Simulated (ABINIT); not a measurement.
# Cs2InAgCl6 (Fm-3m): G0W0 with ABINIT, start to end, part 2 of 2

Aim: the G0W0 gap of Cs2InAgCl6 (Fm-3m) on PBEsol, step by step.

ABINIT 10.8.3; PBEsol and many-body steps on it, plane waves. Known limits of the many-body steps: not at the basis limit; d shell near the gap, gap tends to lie low; no spin-orbit coupling; coarse k mesh.

So far. Step 2 (Ground state): The gap is direct, at Γ. Step 3 (Empty states on the mesh, 2×2×2 mesh, 183 bands): On this mesh the gap is 1.045 eV.

## (4) Screening, 2×2×2 mesh, 167 bands, screening to 87.1 eV

The RPA dielectric matrix is built and inverted for each q.

This step: RPA screening on PBEsol, plane waves, norm-conserving pseudopotentials.

Contents of run.abi:

```
acell 3*1.0 Angstrom
rprim 
  0.000000000000 5.234500000000 5.234500000000
  5.234500000000 0.000000000000 5.234500000000
  5.234500000000 5.234500000000 0.000000000000
ntypat 4
znucl 55 49 47 17
natom 10
typat 1 1 2 3 4 4 4 4 4 4
xred 
  0.250000000000 0.250000000000 0.250000000000
  0.750000000000 0.750000000000 0.750000000000
  0.000000000000 0.000000000000 0.000000000000
  0.500000000000 0.500000000000 0.500000000000
  0.760210000000 0.239790000000 0.239790000000
  0.239790000000 0.760210000000 0.239790000000
  0.239790000000 0.760210000000 0.760210000000
  0.760210000000 0.239790000000 0.760210000000
  0.239790000000 0.239790000000 0.760210000000
  0.760210000000 0.760210000000 0.239790000000
pp_dirpath "pseudos"
pseudos "Cs.upf, In.upf, Ag.upf, Cl.upf"
ecut 39
ngkpt 2 2 2
nshiftk 1
shiftk 0 0 0
kptopt 1
chksymbreak 0
istwfk *1
occopt 1
irdwfk 1
optdriver 3
nband 167
ecuteps 3.2
inclvkb 2
awtr 1
symchi 1
indata_prefix "in"
outdata_prefix "out"
tmpdata_prefix "tmp"
```

Run with:

```sh
$ OMP_NUM_THREADS=1 mpirun -n 8 abinit run.abi > log
```

Numbers of over 12 decimals in the logs are rounded to 6 here.

Output:

```text
.Version 10.8.3 of ABINIT. v10.8.2 released Aug 2026.

 Symmetries : space group Fm -3 m (#225); Bravais cF (face-center cubic)
[... echo of the input left out ...]
== DATASET  1 ==================================================================
-   mpi_nproc: 8, omp_nthreads: 1 (-1 if OMP is not activated)

--- !DatasetInfo
iteration_state: {dtset: 1, }
dimensions: {natom: 10, nkpt: 3, mband: 167, nsppol: 1, nspinor: 1, nspden: 1, mpw: 22556, }
cutoff_energies: {ecut:  39.0, pawecutdg:  -1.0, }
electrons: {nelect:   1.00000000E+02, charge:   0.00000000E+00, occopt:   1.00000000E+00, tsmear:   1.00000000E-02, }

 SCREENING: Calculation of the susceptibility and dielectric matrices

 Based on a program developped by R.W. Godby, V. Olevano, G. Onida, and L. Reining.
 Incorporated in ABINIT by V. Olevano, G.-M. Rignanese, and M. Torrent.
.Using double precision arithmetic ; gwpc =  8

[... cell and pseudopotentials left out ...]
--------------------------------------------------------------------------------

 ==== K-mesh for the wavefunctions ====
 Number of points in the irreducible wedge :     3
[... list of points left out ...]
 Together with 48 symmetry operations and time-reversal symmetry
 yields     8 points in the full Brillouin Zone.

 ==== Q-mesh for the screening function ====
 Number of points in the irreducible wedge :     3
[... list of points left out ...]
 Together with 48 symmetry operations and time-reversal symmetry
 yields     8 points in the full Brillouin Zone.

 setmesh: FFT mesh size selected  =    54x   54x   54
          total number of points  =       157464

 vcoul_init : cutoff-mode = AUXILIARY_FUNCTION
 q-points for optical limit:   1
     1)      0.000010    0.000020    0.000030

- screening: taking advantage of time-reversal symmetry
- Maximum band index for partially occupied states nbvw = 50
- Remaining bands to be divided among processors   nbcw = 117
- Number of bands treated by each node ~14

 Number of electrons calculated from density =  100.0000; Expected =  100.0000
 average of density, n =  0.051659
 r_s =    1.6657
 omega_plasma =   21.9245 [eV]

 calculating chi0 at frequencies [eV] :
  1    0.000000E+00    0.000000E+00
  2    0.000000E+00    2.192449E+01

--------------------------------------------------------------------------------
  q-point number  1        q = ( 0.000000, 0.000000, 0.000000) [r.l.u.]
--------------------------------------------------------------------------------
[... chi0 elements left out ...]
 For q-point:  0.000010 0.000020 0.000030
  dielectric constant =   4.0301
  dielectric constant without local fields =   4.5372

  Average fulfillment of the sum rule on Im[epsilon] for q-point    1 :     42.19  [%]
[... wings left out ...]
  q-point number  2        q = ( 0.500000, 0.000000, 0.000000) [r.l.u.]
--------------------------------------------------------------------------------
[... chi0 elements left out ...]
  Average fulfillment of the sum rule on Im[epsilon] for q-point    2 :     47.63  [%]

 [... 1 further q-points ...]
```

Run time: 2.7 min. Hardware: 8 MPI ranks of Intel Xeon Platinum 8259CL at 2.50GHz (Skylake/Cascade Lake), shared host; peak memory 9.1 GiB; 22 min of CPU time.

Numbers from this step:

```yaml
eps_infinity_with_local_fields_on_this_mesh_along_the_program_s_q_direction: 4.030
the_same_without_local_fields: 4.537
plasma_frequency: 21.92 eV
plane_waves_in_the_screening_matrix: 531
```

Local fields lower ε∞ by 11 %. On a Γ-centred mesh this coarse the value itself is usually too large, while a short band sum pulls it down.

## (5) Self-energy, 2×2×2 mesh, 167 bands, screening to 87.1 eV

The self-energy is evaluated for the states that the input lists, and the levels follow from it, in one-shot runs by the linearised quasiparticle equation.

This step: G0W0 on PBEsol, plane waves, norm-conserving pseudopotentials.

run.abi: that of step 4 with these lines changed.

```diff
@@ -31,8 +31,15 @@
 irdwfk 1
-optdriver 3
+optdriver 4
 nband 167
+gwcalctyp 0
+ecutsigx 39
+symsigma 1
+nkptgw 1
+kptgw 
+  0.0000000000 0.0000000000 0.0000000000
+bdgw 
+  49 52
 ecuteps 3.2
-inclvkb 2
-awtr 1
-symchi 1
+irdscr 1
+ppmodel 1
 indata_prefix "in"
```

Output:

```text
.Version 10.8.3 of ABINIT. v10.8.2 released Aug 2026.

 Symmetries : space group Fm -3 m (#225); Bravais cF (face-center cubic)
[... echo of the input left out ...]
== DATASET  1 ==================================================================
-   mpi_nproc: 8, omp_nthreads: 1 (-1 if OMP is not activated)

--- !DatasetInfo
iteration_state: {dtset: 1, }
dimensions: {natom: 10, nkpt: 3, mband: 167, nsppol: 1, nspinor: 1, nspden: 1, mpw: 22556, }
cutoff_energies: {ecut:  39.0, pawecutdg:  -1.0, }
electrons: {nelect:   1.00000000E+02, charge:   0.00000000E+00, occopt:   1.00000000E+00, tsmear:   1.00000000E-02, }

 SIGMA: Calculation of the GW corrections

 Based on a program developped by R.W. Godby, V. Olevano, G. Onida, and L. Reining.
 Incorporated in ABINIT by V. Olevano, G.-M. Rignanese, and M. Torrent.
.Using double precision arithmetic ; gwpc =  8

[... cell and pseudopotentials left out ...]
--------------------------------------------------------------------------------

 ==== K-mesh for the wavefunctions ====
 Number of points in the irreducible wedge :     3
[... list of points left out ...]
 Together with 48 symmetry operations and time-reversal symmetry
 yields     8 points in the full Brillouin Zone.

 ==== Q-mesh for screening function ====
 Number of points in the irreducible wedge :     3
[... list of points left out ...]
 Together with 48 symmetry operations and time-reversal symmetry
 yields     8 points in the full Brillouin Zone.

 vcoul_init : cutoff-mode = AUXILIARY_FUNCTION
 q-points for optical limit:   1
     1)      0.000010    0.000020    0.000030
 setmesh: FFT mesh size selected  =    80x   80x   80
          total number of points  =       512000

 Number of electrons calculated from density =  100.0000; Expected =  100.0000
 average of density, n =  0.051659
 r_s =    1.6657
 omega_plasma =   21.9245 [eV]

 === KS Band Gaps ===
  >>>> For spin  1
   Minimum direct gap =   1.0449 [eV], located at k-point      :   0.0000  0.0000  0.0000
   Fundamental gap    =   1.0449 [eV], Top of valence bands at :   0.0000  0.0000  0.0000
                                       Bottom of conduction at :   0.0000  0.0000  0.0000
 SIGMA fundamental parameters:
 PLASMON POLE MODEL  1
 number of plane-waves for SigmaX                22419
 number of plane-waves for SigmaC and W            531
 number of plane-waves for wavefunctions         22419
 number of bands                                   167
 number of independent spin polarizations            1
 number of spinorial components                      1
 number of k-points in IBZ                           3
 number of q-points in IBZ                           3
 number of symmetry operations                      48
 number of k-points in BZ                            8
 number of q-points in BZ                            8
 number of frequencies for dSigma/dE                 9
 frequency step for dSigma/dE [eV]                0.25
 number of omega for Sigma on real axis              0
 max omega for Sigma on real axis  [eV]           0.00
 zcut for avoiding poles [eV]                     0.10

 EPSILON^-1 parameters (SCR file):
 dimension of the eps^-1 matrix on file            531
 dimension of the eps^-1 matrix used               531
 number of plane-waves for wavefunctions         22419
 number of bands                                   167
 number of q-points in IBZ                           3
 number of frequencies                               2
 number of real frequencies                          1
 number of imag frequencies                          1

 matrix elements of self-energy operator (all in [eV])

 Perturbative Calculation

--- !SelfEnergy_ee
iteration_state: {dtset: 1, }
kpoint     : [   0.000,    0.000,    0.000, ]
spin       : 1
KS_gap     :    1.045
QP_gap     :    3.192
Delta_QP_KS:    2.147
data: !SigmaeeData |
     Band     E0 <VxcDFT>   SigX SigC(E0)      Z dSigC/dE  Sig(E)    E-E0       E
       49   2.083 -20.268 -24.588   3.798   0.790  -0.266 -20.680  -0.412   1.671
       50   2.083 -20.268 -24.588   3.798   0.790  -0.266 -20.680  -0.412   1.671
       51   3.128 -12.732  -8.349  -2.296   0.832  -0.202 -10.997   1.735   4.863
       52   7.166  -7.707  -3.464  -2.897   0.859  -0.164  -6.551   1.156   8.322

== END DATASET(S) ==============================================================
================================================================================

 -outvars: echo values of variables after computation  --------
           etotal      0.0000000000E+00
            nband         167
             nkpt           3
          spgroup         225
 [... the other variables as echoed above ...]

 Calculation completed.
```

The job ended after 19 s (8 MPI ranks; peak memory 4.9 GiB).

Numbers from this step:

```
G0W0 gap on the points computed              : 3.192 eV
starting gap on the mesh                     : 1.045 eV
k of the valence top                         : 0, 0, 0
k of the conduction bottom                   : 0, 0, 0
Z at the valence top                         : 0.79
Z at the conduction bottom                   : 0.832
least direct G0W0 gap on the computed points : 3.192 eV
```

The gap on the mesh goes from 1.04 eV to 3.19 eV, a correction of +2.15 eV.

Limits: finite bands, cutoff and mesh; d shell near the gap, gap tends to lie low; no spin-orbit coupling; coarse k mesh. v1 is the top filled band, c1 the lowest empty one. Levels before and after the correction, in eV, zero at the valence-band top of each column:

|  | conduction bottom | valence top |
| --- | --- | --- |
| Kohn-Sham | 1.04 | 0.00 |
| G0W0 | 3.19 | 0.00 |

|  | level | energy (eV) |
| --- | --- | --- |
| Kohn-Sham | Γ v2-v1 | 0.000 |
| Kohn-Sham | Γ c1 | 1.045 |
| Kohn-Sham | Γ c2 | 5.082 |
| G0W0 | Γ v2-v1 | 0.000 |
| G0W0 | Γ c1 | 3.192 |
| G0W0 | Γ c2 | 6.651 |

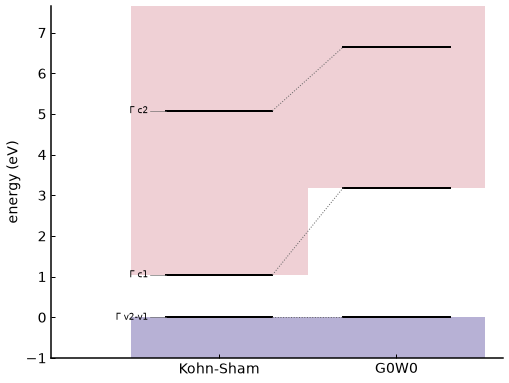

Levels before and after the correction. Shaded: valence and conduction bands.

## (6) Where the time went

Times are wall times on 8 MPI ranks of Intel Xeon Platinum 8259CL at 2.50GHz (Skylake/Cascade Lake), shared host, good to a factor of about two.

| step | time | share | memory (GiB) |
| --- | --- | --- | --- |
| ground state | 3.5 min | 25 % | 1.7 |
| empty states on the mesh | 7.5 min | 53 % | 1.2 |
| screening | 2.7 min | 20 % | 9.1 |
| self-energy | 19 s | 2 % | 4.9 |

## (7) Results

| Item | Value |
| --- | --- |
| PBEsol gap | 1.04 eV, direct |
| G0W0 gap on the mesh | 3.19 eV |
| GW settings | 2×2×2 mesh, 167 bands, screening to 87.1 eV, Godby-Needs plasmon pole |
| known limits | not at the basis limit; d shell near the gap, gap tends to lie low; no spin-orbit coupling; coarse k mesh |

In words: G0W0 moves the gap on the mesh from 1.04 eV to 3.19 eV (+2.15 eV), with Z of 0.79 and 0.83 at the edges. Local fields lower the RPA ε∞ on this mesh from 4.54 to 4.03; a Γ-centred mesh this coarse tends to raise both, most where the direct gap is narrow, while a short band sum lowers them. Only 1 of the mesh's irreducible points was corrected, so a valley elsewhere could overtake. The dearest step here is «empty states on the mesh». Against experiment, by G0W0@PBEsol: the direct gap of 3.19 eV lies −0.11 eV from the measured 3.3 eV (direct, 2016). An exciton line or allowed optical edge lies below the quasiparticle gap by the binding energy; a forbidden edge can push the onset above it. The calculation has static nuclei and no excitons; a measured gap holds zero-point and thermal motion, which mostly lowers it. Bands and cutoff are finite, so the gap is not at the basis limit. The miss can reach some tenths of an eV and take either sign; the mesh is an error of its own. In the G0W0 run levels were corrected at 1 k point alone, so a gap called «on the mesh» is the least over those, and an edge elsewhere would be missed. The 2×2×2 mesh is coarse for this cell, which bears on the long-range parts of exchange and screening. A d shell, filled or nearly so, lies near the gap. One-shot GW converges very slowly in bands there, not always from below, and on a semilocal start the gap tends to come out low; starts rich in exact exchange can overshoot instead. The many-body steps are scalar-relativistic: spin-orbit coupling is not in them.

[Paths, hosts, dates, memory and timing lines, banners, echoed tables and standing remarks are left out of the program output.]

[Logs are printed without paths, hosts, clocks, repeated set-up lines and the standing remarks that a program may print on its own settings, such as how far it seeks lower states.]

[Runs of the session that timed out or met a known fault of the program may be left out.]

[Hosts, paths, dates, database ids (printed as entryN), source tags and the programs' standing remarks are cut or masked in the printed files.]

[G0W0 gaps are taken among the corrected bands and points alone; a level outside them can change the order at an edge.]

[Where Ansatz stands beside ABINIT at settings called matched, ABINIT's density can come from a denser mesh and the files from another edition; pairs whose starting gaps differed by over 0.03 eV were left out, so agreement reads better than it is.]
